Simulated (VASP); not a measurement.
Band structure of TlBr (CsCl type). Method: PBEsol GGA with spin-orbit coupling, VASP's PBE PAW potentials (set 64) (plane waves; VASP).

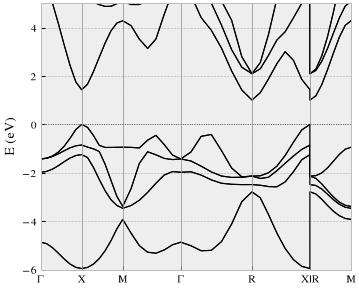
Figure. Bands along high-symmetry lines, zero at the valence-band maximum or, without a gap, the Fermi level

### Question
Read the plot: is there a gap, and where are the band edges?

### Answer
The gap is indirect, 1.01 eV, from the valence maximum at X to the conduction minimum at R.

The compound is TlBr in the CsCl type structure. It was relaxed first, which changed the volume by -6 %.
